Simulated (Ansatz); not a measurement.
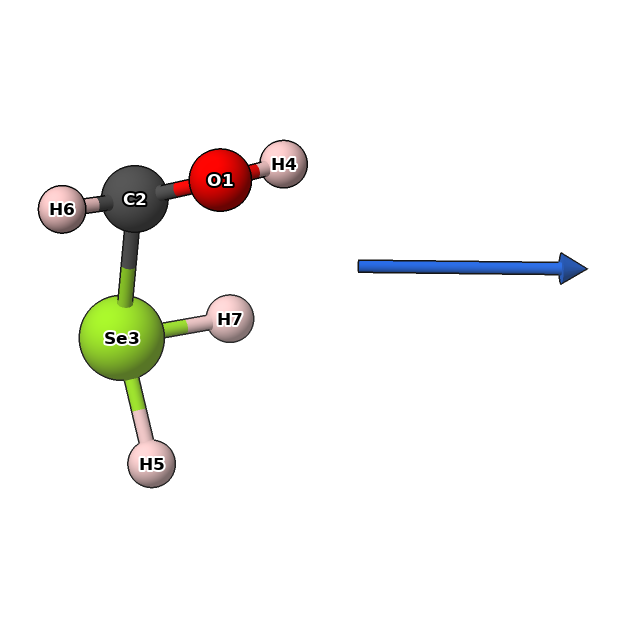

The arrow beside the molecule shows the direction of the dipole moment, from the negative to the positive end (its length means nothing). Computed geometry: PBE-D4/def2-SVP optimisation. No frequency run is at hand to confirm it as a minimum. Method: RKS PBE-D4/def2-SVP (Ansatz 0.2.0).

> How large is the dipole moment?

1.66 D; it points from the side of H6 to the side of H4 (the outermost atoms at the two ends).
